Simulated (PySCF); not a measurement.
SMILES CC[SiH](C)CC at its GFN2-xTB optimised geometry (Å):

```
20

Si    -0.5453    -0.4000     0.0000
C     -1.1983     1.3887     0.0000
C      1.3652    -0.4000     0.0000
C      1.9854     0.3024     1.2036
C     -1.1974    -1.3294     1.5357
C     -2.7171    -1.4504     1.5602
H     -1.0057    -1.0911    -1.2203
H     -2.2735     1.4136    -0.1489
H     -0.9872     1.8919     0.9397
H     -0.7456     1.9734    -0.7951
H      1.7218     0.0822    -0.9110
H      1.7312    -1.4269    -0.0360
H      1.6846    -0.1827     2.1293
H      1.6720     1.3429     1.2449
H      3.0730     0.2793     1.1485
H     -0.7642    -2.3306     1.5706
H     -0.8732    -0.8230     2.4469
H     -3.0730    -1.9734     0.6758
H     -3.1797    -0.4667     1.5797
H     -3.0512    -2.0002     2.4390
```

Method: CAM-B3LYP/def2-SVP (PySCF). Cells within 0.4 Å of a nucleus heavier than hydrogen are left out (blank, or x).

Map of the electron localisation function on the plane z = 1.5 Å:

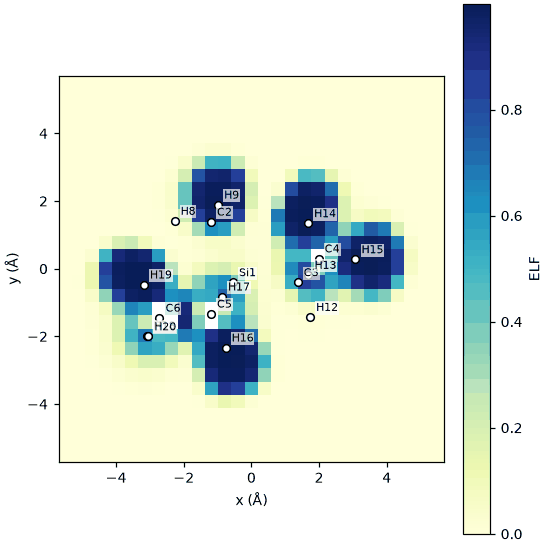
Electron localisation function on the plane z = 1.5 Å.
